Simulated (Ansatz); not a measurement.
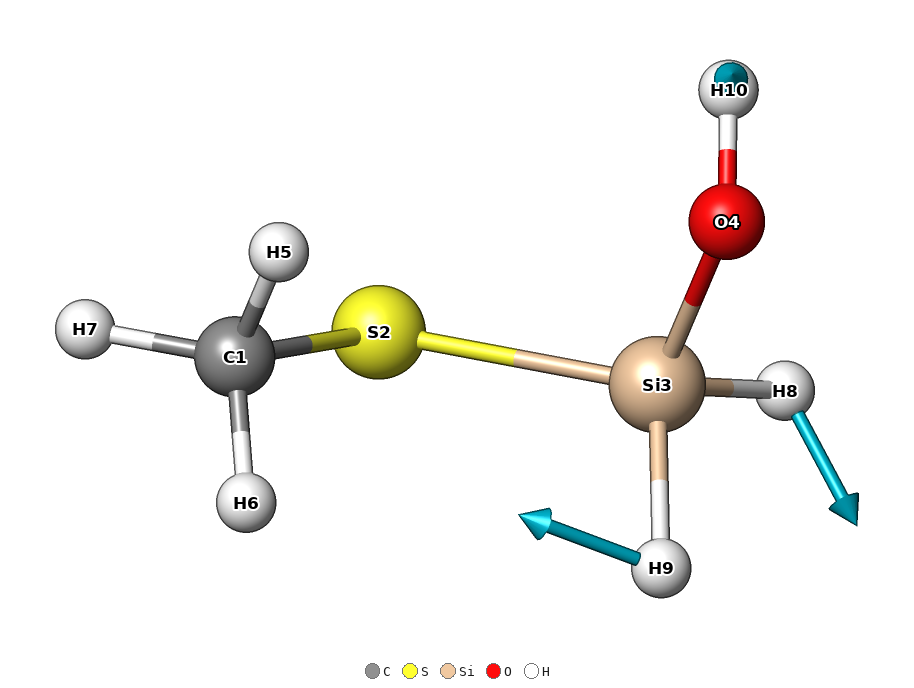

The arrows show one normal mode. Harmonic vibrations computed with RKS PBE0-D4/def2-TZVP (Ansatz 0.2.0) at a stationary point of the same level.

What kind of motion is it?

Mostly H–Si–S bending.

At what wavenumber does it lie?

587 cm⁻¹; it is mode 7 of 24 counted from the lowest.
